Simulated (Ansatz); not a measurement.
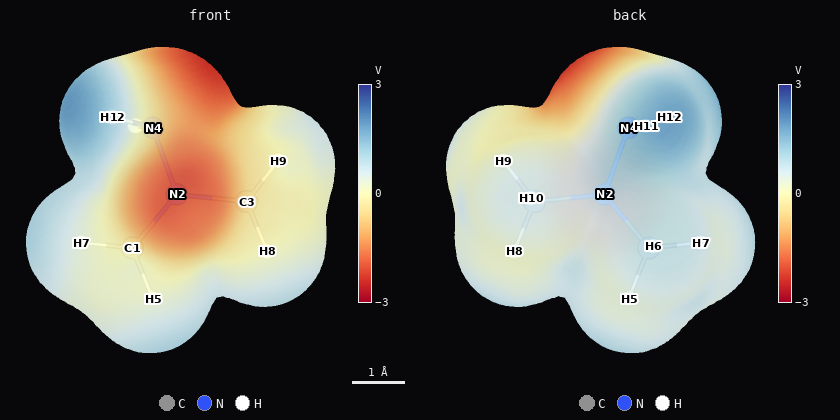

Figure 1: C2H8N2 (SMILES CN(C)N). The electrostatic potential painted on the density surface at 0.004 e/bohr³, seen from the front and from behind; the colour scale runs from red (negative) to blue (positive).

Geometry: PBE0-D4/def2-TZVP.

Theory: isolated molecule in a Gaussian basis; Hartree-Fock in Ansatz.

```tsv
atom	x (Å)	y (Å)	z (Å)
C	-0.9528	-0.7992	-0.0478
N	-0.0543	0.2049	0.4718
C	1.3290	-0.1610	0.2852
N	-0.2732	1.4766	-0.0988
H	-0.7589	-1.7594	0.4357
H	-0.8449	-0.9352	-1.1408
H	-1.9862	-0.5144	0.1619
H	1.5275	-1.1054	0.7966
H	1.9638	0.6156	0.7097
H	1.5959	-0.2853	-0.7803
H	-0.4342	1.3953	-1.1064
H	-1.1115	1.8675	0.3131
```

Describe the electrostatic potential map.

The most negative region (about −2.3 V) lies over N4, the most positive (about +1.9 V) over H11 and H12. N4 is the likeliest acceptor of a hydrogen bond.

How polar is the molecule by this calculation?

Its dipole moment is 1.76 D.
